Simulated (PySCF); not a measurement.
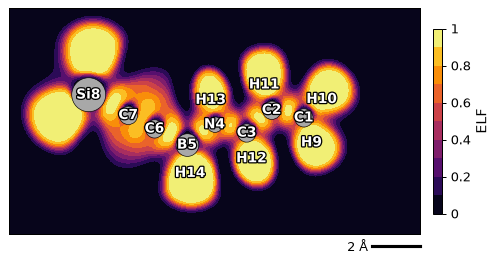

The picture shows: C5H9BNSi (SMILES C=C[CH]NBC#C[SiH3]) (doublet). Electron localisation function on the plane of atoms C1, C2 and H11. Grey discs cover the atomic cores.

Geometry: GFN2-xTB.

Theory: UKS B3LYP, pcH-1 on B C H N Si, non-relativistic, mean-field spin-orbit, GIAO in PySCF 2.14.0, density-fitted response routines.

Input file:

```
{"job": {"kind": "epr", "basis": "pcH-1"}, "charge": 0, "multiplicity": 2}
C     -4.292556    -0.061824    -0.279064
C     -2.979449    -0.126741     0.064220
C     -1.949108     0.490741    -0.640508
N     -0.647435     0.405088    -0.273784
B      0.483861     0.974519    -0.895804
C      1.826923     0.700322    -0.267669
C      2.900221     0.461983     0.250572
Si     4.525267     0.086384     1.035624
H     -4.615169     0.489092    -1.144411
H     -5.048951    -0.558255     0.299717
H     -2.700511    -0.694608     0.945577
H     -2.161652     1.069425    -1.525970
H     -0.506108    -0.152186     0.562303
H      0.354061     1.625814    -1.861442
H      4.311668    -0.070906     2.479320
H      5.456242     1.187622     0.775673
H      5.035699    -1.164979     0.465735
```

Command:

```sh
OMP_NUM_THREADS=1 python probes_run.py task.json out
```

### Interpret the plot.

The plane passes through C, N, B, Si and H nuclei. C–C (1.22 Å): the ELF peaks at about 0.90 between the atoms; a multiple bond. C–N (1.36 Å): the ELF peaks at about 0.90 between the atoms; localised, covalent bonding. B–N (1.41 Å): the ELF peaks at about 0.95 between the atoms, as expected for a short, strongly polar bond. C–B (1.51 Å): the ELF peaks at about 0.95 between the atoms, as expected for a covalent bond. C–Si (1.84 Å): the ELF peaks at about 0.95 between the atoms, as expected for a covalent bond.
